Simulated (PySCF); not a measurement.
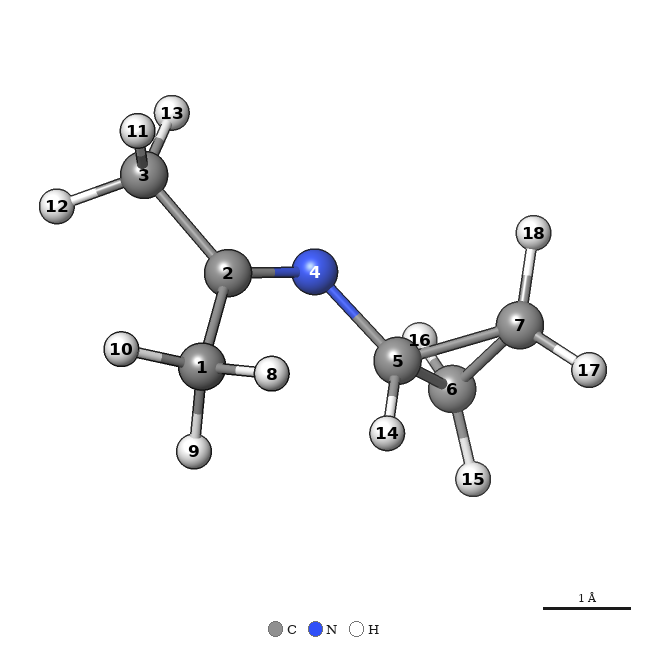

Atoms carry their numbers in the input. Computed geometry: PBE0-D3(BJ)/def2-SVP optimisation. No frequency run is at hand to confirm it as a minimum.

Describe the coordination of atom 1.

Answer. C1 has 4 neighbours (C2 at 1.51, H8 at 1.10, H9 at 1.10, H10 at 1.10 Å); the arrangement is tetrahedral.

What is the geometry at C2?

Answer. C2 has 3 neighbours (C1 at 1.51, C3 at 1.50, N4 at 1.27 Å); the arrangement is trigonal planar.

How are the neighbours of atom 3 arranged?

Answer. C3 has 4 neighbours (C2 at 1.50, H11 at 1.10, H12 at 1.10, H13 at 1.10 Å); the arrangement is tetrahedral.

Describe the coordination of atom 4.

Answer. N4 has 2 neighbours (C2 at 1.27, C5 at 1.41 Å); the arrangement is bent.

What is the dihedral angle N4–C5–C7–C6?

Answer. 106° in size, that is anticlinal.
